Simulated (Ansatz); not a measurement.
**C4H9N: molecular dynamics (part 5 of 5)**

C4H9N; RKS PBE-D4/STO-3G (Ansatz 0.2.0). It belongs to a series of runs on one base structure; here: dynamics from the start.

Geometry of the input (Å):
```
N  -1.1248  0.5263  1.5219
C  -0.6229  -0.2250  0.2937
C  0.8804  -0.6969  0.3840
C  1.1492  -0.0423  -1.0202
C  -0.2330  0.7009  -0.9236
H  -2.1358  0.7751  1.2549
H  -1.3047  -0.2621  2.2301
H  -1.2893  -1.0623  -0.0339
H  1.0511  -1.7877  0.4656
H  1.4119  -0.1728  1.2016
H  1.1714  -0.7892  -1.8374
H  2.0456  0.6030  -1.0937
H  -0.8894  0.6494  -1.8136
H  -0.1227  1.7542  -0.6006
```

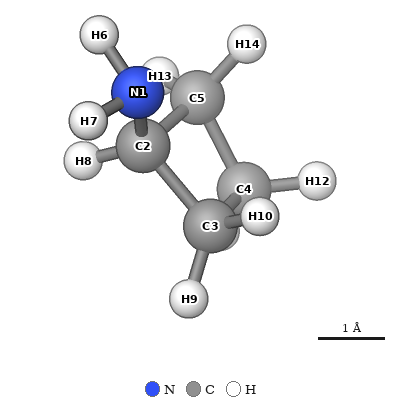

The geometry at step 400 of the log (ball-and-stick view, seen at a tilt; atoms are numbered from 1 in the order of the input).

### Trajectory as extended XYZ, continued
```
14
Properties=species:S:1:pos:R:3:forces:R:3 step=388 time_fs=388.0 energy=-5705.09254 temperature=634.8
N    -1.5030    1.0938    1.3970   -0.8012  -0.6000  -1.5557
C    -1.3809    0.6644   -0.1425    2.3801   2.7318   2.0083
C    -0.0436   -0.1217   -0.4200   -0.8625  -0.9182  -0.0018
C     0.2204    0.8197   -1.6305   -3.1797  -1.2465  -0.8812
C    -0.7636    1.8473   -1.0583   -0.5181  -0.6384   1.8536
H    -2.3662    1.7908    1.3646    0.6180  -0.9968   0.0870
H    -1.9659    0.1749    1.7946    0.0372   0.9474  -0.1220
H    -2.2156    0.1463   -0.5465   -1.9910  -0.7608  -0.8268
H    -0.2569   -1.1310   -0.8221    0.4010  -0.4104   0.7613
H     0.5923   -0.1066    0.5095    0.0972   0.0270  -1.0577
H    -0.2800    0.3883   -2.5639    1.1690   0.1806   0.9088
H     1.1836    1.1560   -1.7951    3.2204   0.9724  -0.8653
H    -1.3924    2.4572   -1.7002   -0.5826   0.2189  -0.6552
H    -0.2046    2.4950   -0.3736    0.0122   0.4928   0.3468
14
Properties=species:S:1:pos:R:3:forces:R:3 step=400 time_fs=400.0 energy=-5705.24595 temperature=518.9
N    -1.4805    1.0418    1.3455   -0.4942   1.2291   0.0023
C    -1.3394    0.6972   -0.1334    1.3116   0.9765   1.6435
C    -0.0586   -0.1700   -0.5037   -0.0232  -0.5724  -0.4700
C     0.1641    0.8811   -1.6584    1.3459   0.0339  -1.6915
C    -0.8290    1.9121   -0.9951    1.5843   0.0882   0.0714
H    -2.2817    1.7813    1.3553    0.6726  -0.0628  -0.2799
H    -2.0427    0.2766    1.8014   -0.1699  -1.2748   0.0984
H    -2.2139    0.4027   -0.6618   -2.0288  -1.4078  -0.6290
H    -0.1058   -1.2976   -0.7608   -0.4860   1.7359   0.1205
H     0.7101   -0.0784    0.2828    0.0554   0.2515   0.2287
H    -0.1239    0.4563   -2.6794   -0.2164   0.6478   1.1049
H     1.1818    1.3324   -1.8145   -0.2085  -0.6406   0.3538
H    -1.5496    2.3216   -1.7188   -0.3453   0.3625   0.1684
H    -0.2637    2.7496   -0.4287   -0.9973  -1.3670  -0.7216
```
